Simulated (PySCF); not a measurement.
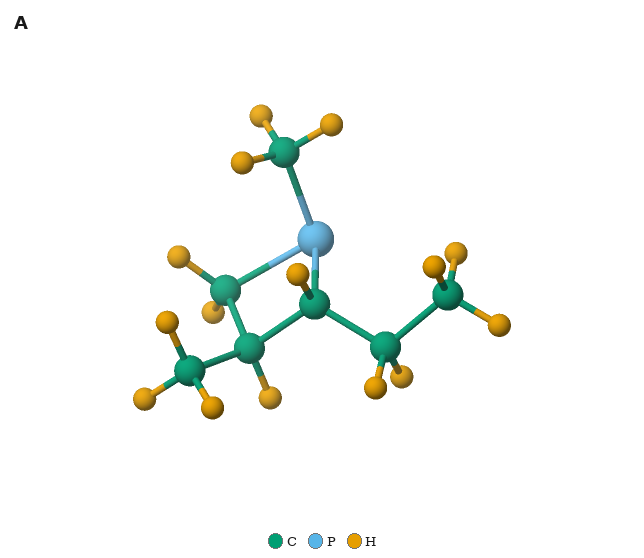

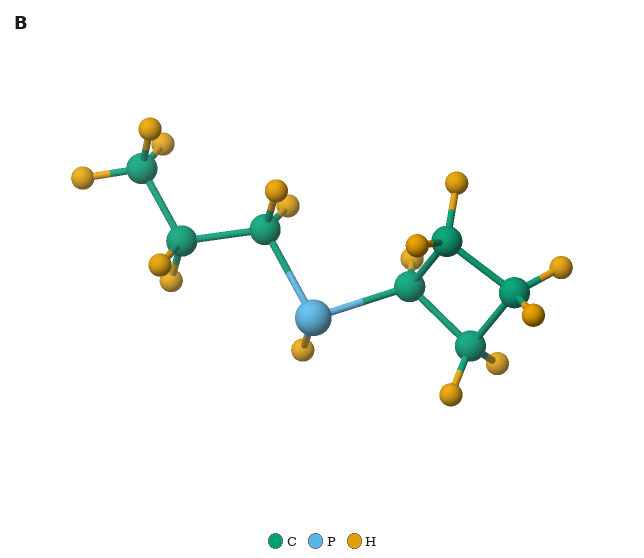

2 stationary structures of one formula. Geometries: GFN2-xTB. Electronic energies: PBE0/pcSseg-1 (PySCF 2.14.0), without zero-point energy. No frequency run is at hand to confirm each as a minimum. Each is one conformer, not always the lowest.

> Which is lowest in energy, and by how much?

A is lowest; B lies 56.2 kJ/mol above it. A is `CC[C@@H]1[C@@H](C)CP1C`, B is `CCCPC1CCC1`.

The geometry is semi-empirical. Around P such bond lengths and angles can be off by a tenth of an ångström or more and by several degrees, and values that hang on the shape move with them.
